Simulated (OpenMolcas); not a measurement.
# CHClGaNO (SMILES O=C=[N][GaH][Cl]), step by step

Wanted: a series of 15 runs (HF/ANO-S-VDZ, CASSCF(6,6)/ANO-S-VDZ, RASPT2(6,6)/ANO-S-VDZ, MC-PDFT[tOreLYP](6,6)/ANO-S-VDZ, CASPT2[IPEA 0](6,6)/ANO-S-VDZ, CASPT2(6,6)/ANO-S-VDZ, CASPT2[IPEA 0.1](6,6)/ANO-S-VDZ, PC-NEVPT2(6,6)/ANO-S-VDZ, and more) of CHClGaNO. 

The calculation is run with OpenMolcas 26.06.

1 further run of the same task is left out (it didn't finish).

## (1) The structure to begin with

CHClGaNO has 6 atoms, charge 0, and is taken as a singlet. SMILES: `O=C=[N][GaH][Cl]`. The shape is that of a PBE0-D4/def2-TZVP optimisation. This is one conformer, not always the lowest.

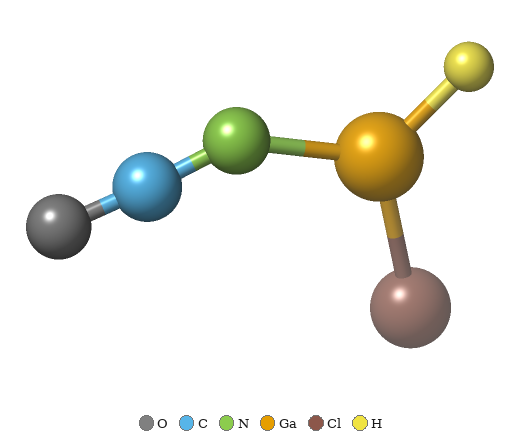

The structure, seen from a chosen angle (oxygen grey, carbon blue, nitrogen green, gallium amber, chlorine brown, hydrogen yellow).

## (2) The energy at HF/ANO-S-VDZ (RICD fitting) (run 1)

input.xyz

```xyz
6

O     -0.700200    -2.626600    -0.696700
C     -0.691800    -1.486000    -0.467600
N     -0.756800    -0.304700    -0.247900
Ga     0.248500     1.124400     0.275700
Cl     2.297400     0.694600     0.677800
H     -0.354900     2.534400     0.412700
```

step1.inp

```
* CHClGaNO Hartree-Fock
&GATEWAY
Coord
input.xyz
Basis
ANO-S-VDZ
Group
NoSym
RICD
&SEWARD
&SCF
PrOrbitals
1 1
```

Command:

```sh
$ export MOLCAS_MEM=1860
$ pymolcas step1.inp > step1.log
```

The log of the run:

```text
--- Start Module: gateway ---
[...]
--- Stop Module: gateway /rc=_RC_ALL_IS_WELL_ ---
[...]
--- Start Module: seward ---
[...]
      Basis functions           64
--- Stop Module: seward /rc=_RC_ALL_IS_WELL_ ---
[...]
--- Start Module: scf ---
[...]
       Convergence after  13 Iterations
[...]
::    Total SCF energy                              -2550.5253339274
[...]
      Total spin, S                                     0.0000000000
[...]
      Total electronic charge=   70.000000
      Total            charge=   -0.000000
[...]
      Dipole Moment (debye):
      Origin of the operator (angstrom)=    0.4562    0.2739    0.1558
                   X= -1.2377E+00               Y=  3.2911E+00               Z=  3.6034E-01           Total=  3.5345E+00
      Quadrupole Moment (debye*angstrom):
[...]
--- Stop Module: scf /rc=_RC_ALL_IS_WELL_ ---
[...]
```

It took 4.8 s on 1 thread of AMD EPYC 7R43 (Zen 3), shared host; peak memory 0.13 GiB.

## (3) The excited states at CASSCF(6,6)/ANO-S-VDZ (RICD fitting, 6 states averaged) (run 2)

input.xyz is that of step 2.

step2.inp

```
* CHClGaNO CASSCF
>>> EXPORT MOLCAS_PRINT=2
&GATEWAY
COORD=input.xyz
BASIS=ANO-S-VDZ
GROUP=NoSym
RICD
&SEWARD
&RASSCF
FILEORB=$CurrDir/step1.ScfOrb
SPIN=1
NACTEL=6 0 0
INACTIVE=32
RAS2=6
CIROOT=6 6 1
ORBLISTING=NoCore
ORBAPPEAR=Compact
```

Command:

```sh
$ export MOLCAS_MEM=1860
$ pymolcas step2.inp > step2.log
```

The log of the run:

```text
--- Start Module: gateway ---
[...]
--- Stop Module: gateway /rc=_RC_ALL_IS_WELL_ ---
[...]
--- Start Module: seward ---
[...]
      Basis functions           64
--- Stop Module: seward /rc=_RC_ALL_IS_WELL_ ---
[...]
--- Start Module: rasscf ---
[...]
      Number of active orbitals                  6
[...]
      Spin quantum number                      0.0
[...]
      Active orbitals                            6
[...]
      Number of CSFs                           175
[...]
      Number of root(s) required                 6
[...]
      Convergence after 37 iterations
[...]
      printout of CI-coefficients larger than  0.05 for root  1
      energy=   -2550.533819
      conf/sym  111111     Coeff  Weight
             1  222000  -0.97218 0.94513
             4  22u00d  -0.11716 0.01373
             5  2u2d00  -0.13691 0.01874
            15  2200ud   0.05033 0.00253
            16  220002   0.11853 0.01405
[...]
      Natural orbitals and occupation numbers for root  1
      sym 1:   1.999262   1.996993   1.959478   0.002772   0.002460   0.039035
      Natural orbitals and occupation numbers for root  2
      sym 1:   1.997432   1.998164   1.001161   0.999084   0.001705   0.002454
      Natural orbitals and occupation numbers for root  3
      sym 1:   1.997704   1.224461   1.883600   0.775338   0.088683   0.030214
      Natural orbitals and occupation numbers for root  4
      sym 1:   1.956652   1.035617   1.966958   0.042893   0.960950   0.036929
      Natural orbitals and occupation numbers for root  5
      sym 1:   1.039340   1.959705   1.960102   0.962451   0.052819   0.025583
      Natural orbitals and occupation numbers for root  6
      sym 1:   1.998855   1.921334   1.091420   0.079581   0.903094   0.005716
      ************************************************************************************************************************
      *                                                    Final results                                                     *
[...]
::    RASSCF root number  1 Total energy:  -2550.53381942
::    RASSCF root number  2 Total energy:  -2550.29344220
::    RASSCF root number  3 Total energy:  -2550.29007931
::    RASSCF root number  4 Total energy:  -2550.26535858
::    RASSCF root number  5 Total energy:  -2550.24859191
::    RASSCF root number  6 Total energy:  -2550.22800547
[...]
      Total electronic charge=   70.000000
      Total            charge=   -0.000000
[...]
      Dipole Moment (debye):
      Origin of the operator (angstrom)=    0.4562    0.2739    0.1558
                   X= -5.2671E+00               Y= -9.0280E-01               Z= -1.4325E+00           Total=  5.5325E+00
      Quadrupole Moment (debye*angstrom):
[...]
--- Stop Module: rasscf /rc=_RC_ALL_IS_WELL_ ---
[...]
```

Wall time 13 s (1 thread of AMD EPYC 7R43 (Zen 3), shared host); peak memory 0.13 GiB.

The roots found:

| excited state | energy (eV) |
| --- | --- |
| 1 | 6.541 |
| 2 | 6.633 |
| 3 | 7.305 |
| 4 | 7.761 |
| 5 | 8.322 |

Runs 3 to 12 aren't shown in full; the table further down has their settings and results.

## (4) The excited states at MC-PDFT[trevPBE](6,6)/ANO-S-VDZ (RICD fitting, 6 states averaged) (run 13)

input.xyz is that of step 3.

step13.inp

```
>>> EXPORT MOLCAS_PRINT=2

&GATEWAY
  Coord=input.xyz
  Basis=ANO-S-VDZ
  Group=NoSym
  RICD

&SEWARD

&RASSCF
  FileOrb=$CurrDir/step2.RasOrb
  Spin=1
  Nactel=6 0 0
  Inactive=32
  Ras2=6
  CIRoot=6 6 1
  OrbListing=NoCore
  OrbAppear=Compact
  XMSI

&MCPDFT
  KSDFT=T:revPBE
  MSPDFT
```

Command:

```sh
$ export MOLCAS_MEM=1860
$ pymolcas step13.inp > step13.log
```

The log of the run, shortened:

```text
--- Start Module: gateway ---
[...]
      Basis functions           64
[...]
--- Start Module: rasscf ---
[...]
      Number of active orbitals                  6
[...]
      Spin quantum number                      0.0
[...]
      Active orbitals                            6
[...]
      Number of CSFs                           175
[...]
      Number of root(s) required                 6
[...]
      Convergence after  4 iterations
[...]
      printout of CI-coefficients larger than  0.05 for root  1
      energy=   -2550.530616
      conf/sym  111111     Coeff  Weight
             1  222000  -0.98155 0.96344
             4  22u00d  -0.11786 0.01389
             9  u220d0   0.05395 0.00291
            16  220002   0.11904 0.01417
[...]
      Natural orbitals and occupation numbers for root  1
      sym 1:   1.999442   1.998441   1.960836   0.001337   0.001795   0.038149
      Natural orbitals and occupation numbers for root  2
      sym 1:   1.979713   1.996005   1.003187   1.002603   0.002220   0.016272
      Natural orbitals and occupation numbers for root  3
      sym 1:   1.995955   1.088231   1.963226   0.911553   0.006179   0.034855
      Natural orbitals and occupation numbers for root  4
      sym 1:   1.998659   0.998190   1.964451   0.003629   0.998746   0.036325
      Natural orbitals and occupation numbers for root  5
      sym 1:   1.003749   1.995733   1.957013   1.002141   0.007671   0.033692
      Natural orbitals and occupation numbers for root  6
      sym 1:   1.998942   1.995741   0.979989   0.005176   1.016279   0.003873
      ************************************************************************************************************************
      *                                                    Final results                                                     *
[...]
::    RASSCF root number  1 Total energy:  -2550.53061574
::    RASSCF root number  2 Total energy:  -2550.28009490
[...]
      Dipole Moment (debye):
      Origin of the operator (angstrom)=    0.4562    0.2739    0.1558
                   X= -5.4215E+00               Y= -8.1474E-01               Z= -1.4505E+00           Total=  5.6710E+00
      Quadrupole Moment (debye*angstrom):
[...]
::    MSPDFT root number  3 Total energy:  -2553.24361456
::    MSPDFT root number  4 Total energy:  -2553.23690051
::    MSPDFT root number  5 Total energy:  -2553.22207242
::    MSPDFT root number  6 Total energy:  -2553.20693581
[...]
```

It took 9.9 s on 1 thread of AMD EPYC 7R43 (Zen 3), shared host; peak memory 0.14 GiB.

The roots found:

```
excited state  energy (eV)
            1        5.149
            2        6.063
            3        6.246
            4        6.649
            5        7.061
```

Run 14 isn't shown in full; the table further down has it.

## (5) A geometry optimisation at CASSCF(6,6)/ANO-S-VDZ (RICD fitting) (run 15)

input.xyz is that of step 4.

step15.input

```
>>> EXPORT MOLCAS_PRINT=2

&gateway
 coord = input.xyz
 basis = ANO-S-VDZ
 group = NoSym
 ricd
>>> COPY $CurrDir/step2.RasOrb $Project.RasOrb
>>> EXPORT MOLCAS_MAXITER=40
>>> Do While

&seward

&rasscf
 fileorb = $Project.RasOrb
 spin = 1
 nactel = 6 0 0
 inactive = 32
 ras2 = 6
 orblisting = Nothing
 orbappear = Compact

&slapaf
>>> EndDo
```

Command:

```sh
$ export MOLCAS_MEM=1860
$ pymolcas step15.input > step15.log
```

The log of the run:

```text
--- Start Module: gateway ---

                                              &GATEWAY

                       available to each process: 1.9 GB of memory, 1 thread

++    Symmetry information:
      ---------------------

                    Character Table for C1

                             E
                    a        1  x, y, xy, Rz, z, xz, Ry, yz, Rx, I
--

++    Basis set information:
      ----------------------

      Basis set label: O.ANO-S...3S2P.

      Electronic valence basis set:
      ------------------
      Associated Effective Charge   8.000000 au
      Associated Actual Charge      8.000000 au
      Nuclear Model: Point charge

      Shell  nPrim  nBasis  Cartesian Spherical Contaminant
         s      10       3        X
         p       6       2        X

      Basis set label: C.ANO-S...3S2P.

      Electronic valence basis set:
      ------------------
      Associated Effective Charge   6.000000 au
      Associated Actual Charge      6.000000 au
      Nuclear Model: Point charge

[... 160 lines left out ...]
      Nuclear repulsion energy =  378.16838277
[... 74 lines left out ...]
 ###    WARNING: Large orbital rotation.                                     ###
[... 8 lines left out ...]
      No convergence after200 iterations
[... 10 lines left out ...]
      printout of CI-coefficients larger than  0.05 for root  1
[... 1 line left out ...]
      conf/sym  111111     Coeff  Weight
[... 10 lines left out ...]
      *                                                    Final results                                                     *
[... 6 lines left out ...]
      RASSCF energy for state  1                  -2550.61553318
[... 12 lines left out ...]
::    RASSCF root number  1 Total energy:  -2550.61553318
[... 29 lines left out ...]
      Dipole Moment (debye):
[... 67 lines left out ...]
--

      Average orbitals are written to the RASORB file
      Natural orbitals for root   1 are written to the RASORB.1 file
      Spin density orbitals for root   1 are written to the SPDORB.1 file

--- Stop Module: rasscf /rc=_RC_NOT_CONVERGED_ ---
--- Module rasscf spent 22 seconds ---

>>> END DO

.#######################.
.# Convergence problem #.
.#######################.

    Timing: Wall=25.32 User=22.45 System=2.03
```

It took 26 s on 1 thread of AMD EPYC 7R43 (Zen 3), shared host; peak memory 0.14 GiB.

The run stopped without converging.

## (6) All runs side by side

```csv
run,level,starting guess,task,partner,energy (Eh),dipole moment (D) of the reference,wall time
1,HF/ANO-S-VDZ (RICD fitting),–,energy,base,-2550.525334,3.53,4.8 s
2,"CASSCF(6,6)/ANO-S-VDZ (RICD fitting, 6 states averaged)",orbitals of step 1,excited,base,-2550.533819,4.10,13 s
3,"RASPT2(6,6)/ANO-S-VDZ (RICD fitting, ipea shift 0.25 Eh, pt2 variant SS, 6 states averaged)",orbitals of step 2,excited,base,-2550.824314,4.10,13 s
4,"MC-PDFT[tOreLYP](6,6)/ANO-S-VDZ (RICD fitting, 6 states averaged)",orbitals of step 2,excited,base,-2554.164257,4.10,20 s
5,"CASSCF(6,6)/ANO-S-VDZ (RICD fitting, 6 states averaged)",orbitals of step 2,excited,base,-2550.533820,4.10,8.1 s
6,"CASPT2[IPEA 0](6,6)/ANO-S-VDZ (RICD fitting, fock type G2, ipea shift 0 Eh, pt2 variant XMS, 6 states averaged)",orbitals of step 2,excited,base,not converged,–,11 s
7,"CASPT2(6,6)/ANO-S-VDZ (RICD fitting, fock type G3, ipea shift 0.25 Eh, pt2 variant RMS, 6 states averaged)",orbitals of step 2,excited,base,-2550.822446,4.10,11 s
8,"CASSCF(6,6)/ANO-S-VDZ (RICD fitting, root 6, 6 states averaged)",orbitals of step 2,gradient,base,-2550.228004,–,11 s
9,"CASPT2[IPEA 0](6,6)/ANO-S-VDZ (RICD fitting, ipea shift 0 Eh, pt2 variant XDW, real shift 0.1 Eh, 6 states averaged)",orbitals of step 2,excited,triplet,-2550.619168,6.81,13 s
10,"CASPT2[IPEA 0.1](6,6)/ANO-S-VDZ (RICD fitting, ipea shift 0.1 Eh, pt2 variant XMS, 6 states averaged, sigma2 shift 0.3)",orbitals of step 2,excited,base,-2550.830342,4.10,9.6 s
11,"CASPT2(6,6)/ANO-S-VDZ (RICD fitting, PCM acetone, ipea shift 0.25 Eh, pt2 variant MS, 6 states averaged)",orbitals of step 2,excited,base,-2550.841001,6.04,81 s
12,"PC-NEVPT2(6,6)/ANO-S-VDZ (RICD fitting, pt2 variant QD-PC-NEVPT2, 6 states averaged)",orbitals of step 2,excited,base,-2550.826964,4.10,9 s
13,"MC-PDFT[trevPBE](6,6)/ANO-S-VDZ (RICD fitting, 6 states averaged)",orbitals of step 2,excited,base,-2553.466428,–,9.9 s
14,"CASPT2[IPEA 0.5](6,6)/ANO-S-VDZ (RICD fitting, ipea shift 0.5 Eh, pt2 variant XMS, real shift 0.3 Eh, 6 states averaged)",orbitals of step 2,excited,base,-2550.823264,4.10,9.3 s
15,"CASSCF(6,6)/ANO-S-VDZ (RICD fitting)",orbitals of step 2,optimise,base,not converged,–,26 s
```

## (7) Outcome

| quantity | value |
| --- | --- |
| run 14, CASPT2[IPEA 0.5](6,6)/ANO-S-VDZ: energy of the lowest of 6 roots | -2550.82326 Eh |
| run 14, CASPT2[IPEA 0.5](6,6)/ANO-S-VDZ: dipole moment (CASSCF density) | 4.10 D |
| run 14, CASPT2[IPEA 0.5](6,6)/ANO-S-VDZ: lowest excitation energy within this active space | 6.17 eV |

All runs together took 4.1 min, the longest 81 s. 2 of the 15 runs did not end normally.
